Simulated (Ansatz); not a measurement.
The reference is BN in the zinc blende structure (space group F-43m, No. 216; a = 3.610 Å). Axes: x, y, z lie along the cube axes.

Perturbation: biaxial strain −2.50 %, plane normal [001], relaxed out of plane (Cartesian); in-plane vectors clamped, the third vector and the atoms free.

Method: r2SCAN (Ansatz, a program for electronic structure, PAW, no SOC).

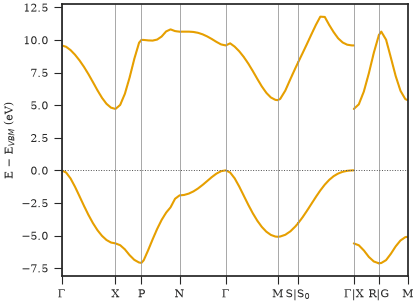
Highest valence and lowest conduction band along the path of the changed cell's own zone

The gap is 4.71 eV, indirect, Γ → X; the base has 5.00 eV.

Stability against distortions was not tested. k-point labels follow each cell's own Brillouin zone.
